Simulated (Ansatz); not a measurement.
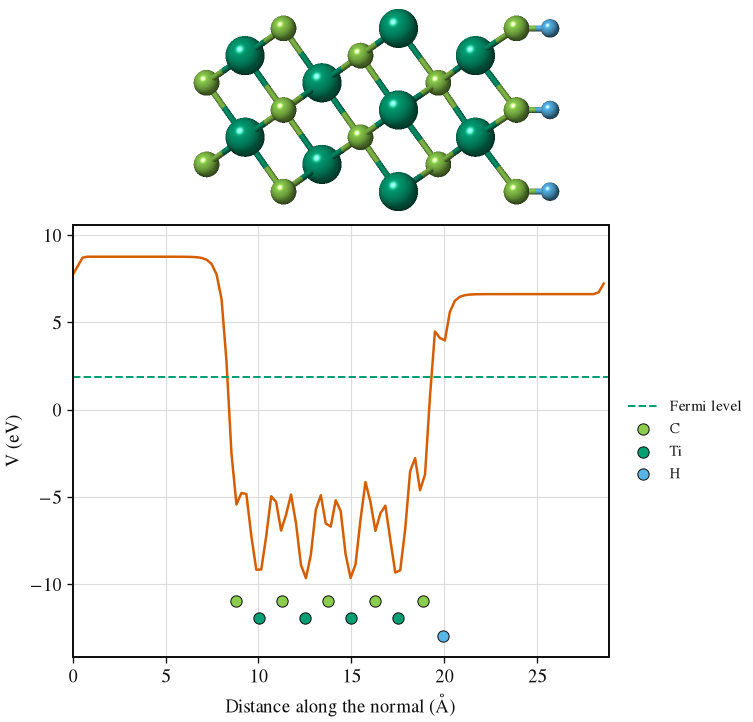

Write a caption with the findings.

Plane-averaged electrostatic potential energy of an electron across the slab; circles at the bottom mark the heights of the atoms (positions after relaxation). The structure is drawn too. System: a (111) slab cut from TiC (Fm-3m), of composition Ti4HC5 (not the bulk's), ended by Ti above and C below, 10 atoms in the cell. Ansatz; DFT r2SCAN, scalar-relativistic, plane waves, PAW, no spin polarisation, 12×12×1 k mesh, 500 eV cutoff, Gaussian smearing of 0.1 eV.

The work function is 4.73 eV at the right face and 6.87 eV at the left. The vacuum level is 2.14 eV higher at the left than at the right, so the slab carries a dipole along its normal; the ramp in the vacuum, at or near the edge of the plot, is the dipole correction that keeps each side flat. Some atoms were held fixed in the relaxation, which can itself make the faces differ. The outermost atoms are 11.2 Å apart, which leaves 17.7 Å of vacuum in a cell 28.8 Å high.
